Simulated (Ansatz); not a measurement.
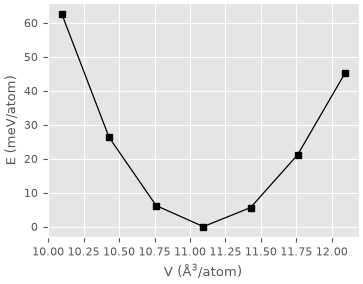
Figure: AlCr$_{2}$C in space group P6_3/mmc (No. 194; Al on 2d, Cr on 4f, C on 2a) under volume change, the program Ansatz at the PBE level (PAW), shape and atoms relaxed at each volume.

Question: What does a third-order Birch–Murnaghan fit give for V₀, B₀ and B′?

Answer: V₀ = 11.10 Å³/atom, B₀ = 188 GPa, B′ = 4.4.

Symmetry was held in the PBE relaxation. The run is not spin-polarised.

Potentials: the earlier of the program's two PAW sets.
